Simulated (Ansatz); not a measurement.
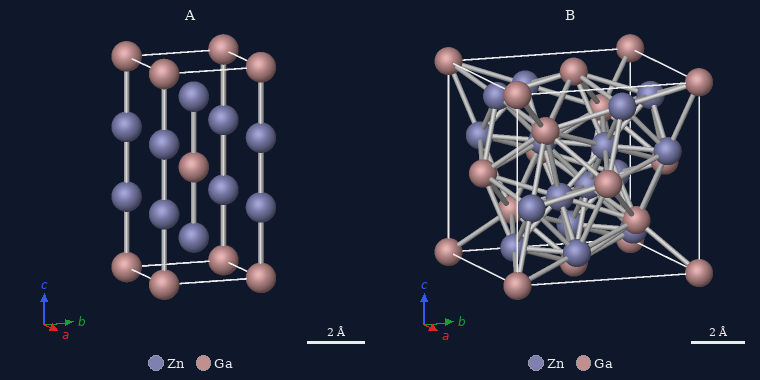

Two structures of Zn2Ga, each relaxed to rest (conventional cells in solid outline, small ones repeated, not to one scale). Method: Ansatz 0.2.0, DFT PBE, scalar-relativistic, plane waves, PAW, without spin polarisation.

### Which two forms are compared?

A: 6 atoms a cell on a body-centred tetragonal lattice, I4/mmm. B: cubic Laves phase (C15, MgCu₂ type), Fd-3m.

### Which structure wins energetically, and by what margin?

A is lower, by 39 meV/atom at this level of theory (energies at zero smearing). Volumes: A 16.7, B 17.0 Å³/atom.

One or both may be structure types tried for this composition rather than known phases.
